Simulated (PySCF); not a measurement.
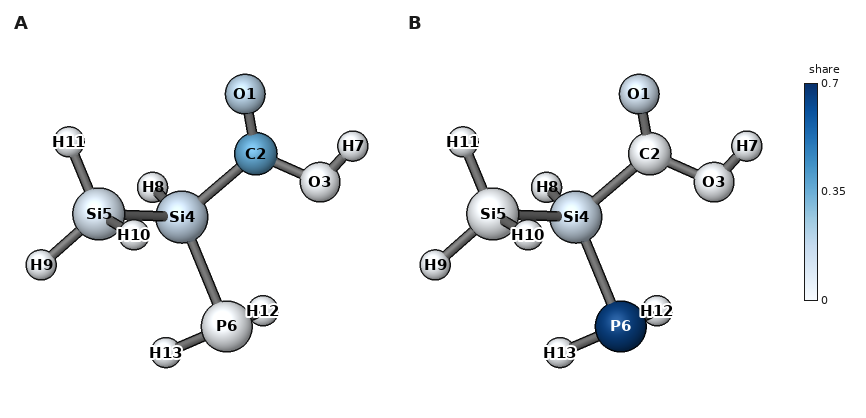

Each panel colours the atoms by their Löwdin share in one orbital (up to four of the largest shares; other atoms are shown as zero). Computed geometry: PBE0-D3(BJ)/def2-SVP optimisation. No frequency run is at hand to confirm it as a minimum. Level of theory: PBE0/6-31+G* (PySCF 2.14.0).

**The panels show the HOMO, LUMO, in some order. Which is which?**

A: LUMO, −0.91 eV; C2 0.37, O1 0.20, Si4 0.16, Si5 0.10
B: HOMO, −7.74 eV; P6 0.66, Si4 0.13, O1 0.12
